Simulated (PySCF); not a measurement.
# C₇H₅F₃O: magnetic properties

Aim: compute the magnetic properties of C₇H₅F₃O (`Oc1cc(F)cc(C(F)F)c1`).

Programs: PySCF 2.14.0, with routines of our own; each step states its level. All values are computed. Atoms count from 0.

## (1) The system as given

16 atoms, charge 0, multiplicity 1; geometry from: GFN2-xTB.

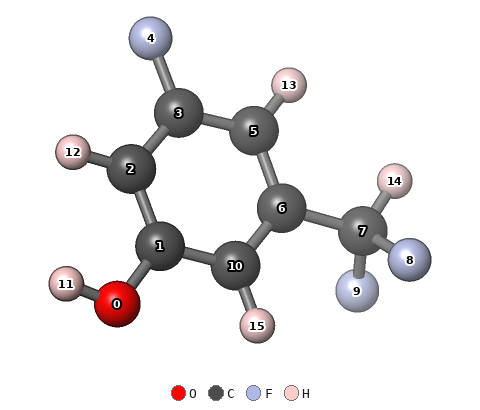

The starting geometry (oxygen red, carbon dark grey, fluorine light blue, hydrogen pink).

## (2) Magnetic properties: GIAO B3LYP/pcSseg-1

What the job is given:

```
{"job": {"kind": "mag", "xc": "B3LYP", "basis": "pcSseg-1", "isotopologues": 0}, "charge": 0, "multiplicity": 1}
O      2.219527    -1.815473    -0.284520
C      1.373492    -0.776741    -0.130375
C      1.822473     0.529448     0.036219
C      0.893299     1.542191     0.184589
F      1.336828     2.802038     0.345607
C     -0.468470     1.307180     0.175029
C     -0.901293    -0.002187     0.011710
C     -2.373158    -0.316970     0.004956
F     -2.737786    -0.929066    -1.150597
F     -2.688893    -1.187624     0.997984
C      0.004657    -1.038198    -0.140149
H      3.136952    -1.515680    -0.264435
H      2.876880     0.763585     0.050943
H     -1.159135     2.125936     0.292337
H     -3.007897     0.573648     0.127663
H     -0.335074    -2.053143    -0.268372
```

With the program's defaults for keys left out, this is: GIAO B3LYP/pcSseg-1 magnetisability, rotational g tensor and spin-rotation constants, non-relativistic, gas phase.

Run with:

```console
$ OMP_NUM_THREADS=1 python excited_run.py task.json out
```

This one command runs all jobs of the session in turn.

Standard output:

```text
coarse grid: 15048 points
cycle   1  E = -644.1710926759  dE =  2.033e+00  |g| = 1.017e+00  |ddm| = 4.052e+00
cycle   2  E = -643.9615389357  dE =  2.096e-01  |g| = 1.539e+00  |ddm| = 2.074e+00
cycle   3  E = -644.3386661218  dE = -3.771e-01  |g| = 1.607e-01  |ddm| = 1.354e+00
cycle   4  E = -644.3437496427  dE = -5.084e-03  |g| = 7.135e-02  |ddm| = 2.227e-01
cycle   5  E = -644.3449026719  dE = -1.153e-03  |g| = 2.208e-02  |ddm| = 8.154e-02
cycle   6  E = -644.3450117829  dE = -1.091e-04  |g| = 6.032e-03  |ddm| = 2.583e-02
cycle   7  E = -644.3450202800  dE = -8.497e-06  |g| = 2.277e-03  |ddm| = 7.664e-03
final grid: 151336 points
cycle   8  E = -644.4496059979  dE = -4.464e-05  |g| = 9.328e-03  |ddm| = 4.416e-02
cycle   9  E = -644.4495793742  dE =  2.662e-05  |g| = 1.529e-02  |ddm| = 2.167e-02
cycle  10  E = -644.4496223706  dE = -4.300e-05  |g| = 9.142e-04  |ddm| = 1.411e-02
cycle  11  E = -644.4496225248  dE = -1.541e-07  |g| = 3.241e-04  |ddm| = 1.084e-03
cycle  12  E = -644.4496225422  dE = -1.745e-08  |g| = 1.429e-04  |ddm| = 3.926e-04
cycle  13  E = -644.4496225470  dE = -4.816e-09  |g| = 3.491e-05  |ddm| = 1.639e-04
cycle  14  E = -644.4496225473  dE = -2.349e-10  |g| = 1.459e-05  |ddm| = 4.348e-05
converged SCF energy = -644.4496225473

Magnetisability tensor (1e-30 J/T^2)
    -1091.91        2.50      -14.29
        2.50    -1152.34      108.10
      -14.29      108.10    -1959.90
isotropic -1401.39   principal values   -1974.36  -1138.13  -1091.66
isotropic susceptibility -84.393 1e-6 cm^3/mol

Inertial axes            a          b          c
rot. const./GHz      1.5587     0.7594     0.5611
chi total           -66.171    -68.112   -118.897
chi diamagnetic    -825.533  -1518.991  -2049.804
chi paramagnetic    759.363   1450.879   1930.907
quadrupole/D A        2.377      4.131     -6.508
g nuclear            0.5243     0.5025     0.5128
g electronic        -0.5561    -0.5177    -0.5090
g total             -0.0318    -0.0152     0.0038

Spin-rotation constants (kHz, H = +C I.J)
atom  isotope        aa         bb         cc
  4    19F        2.068      0.977      0.355
  8    19F        1.696      0.930      0.513
  9    19F        1.694      0.933      0.524
 11     1H        0.065     -0.082     -0.072
 12     1H        0.143     -0.073     -0.066
 13     1H       -0.130      0.066     -0.066
 14     1H       -0.115      0.051     -0.059
 15     1H       -0.008      0.014     -0.062
  0    17O*      -0.308     -0.111     -0.074
  1    13C*       0.646      0.392      0.109
  2    13C*       0.606      0.242      0.086
  3    13C*       0.699      0.349      0.140
  5    13C*       0.514      0.314      0.074
  6    13C*       0.789      0.307      0.074
  7    13C*       0.492      0.233      0.166
 10    13C*       0.597      0.300      0.065
* in the singly substituted isotopologue
```

Run time: 71 s. Hardware: 1 thread of Arm Neoverse N1, shared host; peak memory 0.96 GiB.

From this job:

```csv
quantity,value
magnetisability,-1401·10⁻³⁰ J/T²
molar susceptibility,-84.4·10⁻⁶ cm³/mol
"rotational g (a, b, c)","-0.0318, -0.0152, 0.0038"
```

## (3) Magnetic properties: common gauge origin B97-D/cc-pVDZ

The job, as its differences from that of step 2:

```diff
@@ -1,2 +1,2 @@
-{"job": {"kind": "mag", "xc": "B3LYP", "basis": "pcSseg-1", "isotopologues": 0}, "charge": 0, "multiplicity": 1}
+{"job": {"kind": "mag", "xc": "B97-D", "basis": "cc-pVDZ", "gauge": [0, 0, 0]}, "charge": 0, "multiplicity": 1}
 O      2.219527    -1.815473    -0.284520
```

Level: common gauge origin B97-D/cc-pVDZ magnetisability, rotational g tensor and spin-rotation constants, non-relativistic, gas phase.

Standard output:

```text
coarse grid: 15048 points
cycle   1  E = -643.9011878686  dE =  1.860e+00  |g| = 1.128e+00  |ddm| = 8.553e+00
cycle   2  E = -643.3729626445  dE =  5.282e-01  |g| = 2.053e+00  |ddm| = 4.637e+00
cycle   3  E = -644.0994728549  dE = -7.265e-01  |g| = 3.200e-01  |ddm| = 3.098e+00
cycle   4  E = -644.1245268557  dE = -2.505e-02  |g| = 1.194e-01  |ddm| = 6.805e-01
cycle   5  E = -644.1276335185  dE = -3.107e-03  |g| = 5.461e-02  |ddm| = 2.528e-01
cycle   6  E = -644.1283984100  dE = -7.649e-04  |g| = 1.611e-02  |ddm| = 1.042e-01
cycle   7  E = -644.1284657729  dE = -6.736e-05  |g| = 5.427e-03  |ddm| = 3.195e-02
cycle   8  E = -644.1284719411  dE = -6.168e-06  |g| = 1.132e-03  |ddm| = 8.700e-03
final grid: 151336 points
cycle   9  E = -644.1273389602  dE = -3.999e-05  |g| = 2.297e-02  |ddm| = 1.211e-01
cycle  10  E = -644.1271011790  dE =  2.378e-04  |g| = 4.362e-02  |ddm| = 9.147e-02
cycle  11  E = -644.1274228406  dE = -3.217e-04  |g| = 3.144e-03  |ddm| = 6.200e-02
cycle  12  E = -644.1274251908  dE = -2.350e-06  |g| = 6.015e-04  |ddm| = 5.372e-03
cycle  13  E = -644.1274252793  dE = -8.853e-08  |g| = 1.940e-04  |ddm| = 1.184e-03
cycle  14  E = -644.1274252869  dE = -7.537e-09  |g| = 9.149e-05  |ddm| = 4.076e-04
cycle  15  E = -644.1274252889  dE = -2.065e-09  |g| = 1.796e-05  |ddm| = 1.580e-04
cycle  16  E = -644.1274252890  dE = -5.707e-11  |g| = 9.807e-06  |ddm| = 4.012e-05
converged SCF energy = -644.1274252890

Magnetisability tensor (1e-30 J/T^2)
    -6528.67     1850.82      107.02
     1850.82    -9344.90      452.88
      107.02      452.88   -12986.93
isotropic -9620.17   principal values  -13044.92 -10216.36  -5599.22
isotropic susceptibility -579.340 1e-6 cm^3/mol

Inertial axes            a          b          c
rot. const./GHz      1.5587     0.7594     0.5611
chi total          -337.865   -614.571   -785.584
chi diamagnetic    -821.526  -1514.981  -2045.999
chi paramagnetic    483.660    900.409   1260.415
quadrupole/D A        2.264      4.013     -6.278
g nuclear            0.5243     0.5025     0.5128
g electronic        -0.3542    -0.3212    -0.3322
g total              0.1701     0.1812     0.1806

Spin-rotation constants (kHz, H = +C I.J)
atom  isotope        aa         bb         cc
  4    19F        2.264      1.127      0.295
  8    19F        1.301      0.744      0.439
  9    19F        1.295      0.739      0.447
 11     1H        0.205      0.180      0.169
 12     1H       -0.235      0.247      0.003
 13     1H        0.155     -0.218     -0.157
 14     1H       -0.199     -0.110     -0.095
 15     1H       -0.016     -0.248     -0.207
  0    17O*      -0.311     -0.156     -0.082
  1    13C*       0.432      0.264      0.001
  2    13C*       0.361      0.189      0.014
  3    13C*       0.461      0.222      0.014
  5    13C*       0.387      0.164     -0.021
  6    13C*       0.538      0.149     -0.050
  7    13C*       0.346      0.079      0.080
 10    13C*       0.401      0.155     -0.036
* in the singly substituted isotopologue
```

Run time: 53 s. Hardware: 1 thread of Arm Neoverse N1, shared host; peak memory 0.69 GiB.

It converged, yet the result is unsound: a common gauge origin replaces GIAOs, so the magnetic properties depend on where the origin lies.

## (4) Magnetic properties: GIAO B3LYP/pcSseg-0

The job, as its differences from that of step 3:

```diff
@@ -1,2 +1,2 @@
-{"job": {"kind": "mag", "xc": "B97-D", "basis": "cc-pVDZ", "gauge": [0, 0, 0]}, "charge": 0, "multiplicity": 1}
+{"job": {"kind": "mag", "xc": "B3LYP", "basis": "pcSseg-0", "scf": {"aux": "sto-3g", "max_cycle": 71}}, "charge": 0, "multiplicity": 1}
 O      2.219527    -1.815473    -0.284520
```

Level: GIAO B3LYP/pcSseg-0 magnetisability, rotational g tensor and spin-rotation constants, non-relativistic, gas phase.

Standard output:

```text
final grid: 151336 points
cycle   1  E = -649.6806829200  dE =  1.912e+00  |g| = 6.850e-01  |ddm| = 5.062e+00
cycle   2  E = -649.6594215392  dE =  2.126e-02  |g| = 8.585e-01  |ddm| = 1.930e+00
cycle   3  E = -649.8034070132  dE = -1.440e-01  |g| = 6.763e-02  |ddm| = 1.019e+00
cycle   4  E = -649.8037097748  dE = -3.028e-04  |g| = 5.493e-02  |ddm| = 1.542e-01
cycle   5  E = -649.8045141814  dE = -8.044e-04  |g| = 1.453e-02  |ddm| = 9.839e-02
cycle   6  E = -649.8045731626  dE = -5.898e-05  |g| = 4.241e-03  |ddm| = 2.538e-02
cycle   7  E = -649.8045777188  dE = -4.556e-06  |g| = 1.206e-03  |ddm| = 7.519e-03
cycle   8  E = -649.8045781679  dE = -4.491e-07  |g| = 3.276e-04  |ddm| = 2.153e-03
cycle   9  E = -649.8045781913  dE = -2.340e-08  |g| = 1.406e-04  |ddm| = 6.787e-04
cycle  10  E = -649.8045781963  dE = -5.027e-09  |g| = 4.289e-05  |ddm| = 2.244e-04
cycle  11  E = -649.8045781968  dE = -4.666e-10  |g| = 1.364e-05  |ddm| = 1.015e-04
converged SCF energy = -649.8045781968

Magnetisability tensor (1e-30 J/T^2)
    -1224.42       -6.40      -13.24
       -6.40    -1277.53       92.86
      -13.24       92.86    -1971.02
isotropic -1490.99   principal values   -1983.44  -1266.84  -1222.69
isotropic susceptibility -89.789 1e-6 cm^3/mol

Inertial axes            a          b          c
rot. const./GHz      1.5587     0.7594     0.5611
chi total           -74.486    -75.438   -119.444
chi diamagnetic    -828.666  -1522.591  -2056.258
chi paramagnetic    754.180   1447.154   1936.814
quadrupole/D A        0.233      2.780     -3.013
g nuclear            0.5243     0.5025     0.5128
g electronic        -0.5523    -0.5163    -0.5105
g total             -0.0280    -0.0138     0.0023

Spin-rotation constants (kHz, H = +C I.J)
atom  isotope        aa         bb         cc
  4    19F        2.060      0.979      0.300
  8    19F        1.574      0.931      0.488
  9    19F        1.574      0.931      0.496
 11     1H        0.043     -0.125     -0.101
 12     1H        0.107     -0.090     -0.078
 13     1H       -0.169      0.046     -0.079
 14     1H       -0.148      0.036     -0.068
 15     1H       -0.049     -0.003     -0.075
  0    17O*      -0.288     -0.132     -0.080
  1    13C*       0.528      0.285      0.075
  2    13C*       0.520      0.196      0.067
  3    13C*       0.542      0.269      0.100
  5    13C*       0.404      0.255      0.060
  6    13C*       0.562      0.226      0.043
  7    13C*       0.402      0.197      0.131
 10    13C*       0.472      0.234      0.052
* in the singly substituted isotopologue
```

Wall time 20 s (1 thread of Arm Neoverse N1, shared host); peak memory 0.45 GiB.

The run ended normally, but its values are not to be used for the molecule: the fitting basis sto-3g is not made for Coulomb and exchange fitting here.

## (5) Results

```
                                            quantity                               value
       magnetisability (step 2, GIAO B3LYP/pcSseg-1)                    -1401·10⁻³⁰ J/T²
  molar susceptibility (step 2, GIAO B3LYP/pcSseg-1)                  -84.4·10⁻⁶ cm³/mol
rotational g (a, b, c) (step 2, GIAO B3LYP/pcSseg-1)            -0.0318, -0.0152, 0.0038
                                                runs  0 failed, 2 ended on unsound input
```

The values above hold for this geometry and these levels alone. Vibrational averaging and real surroundings are missing from these values.
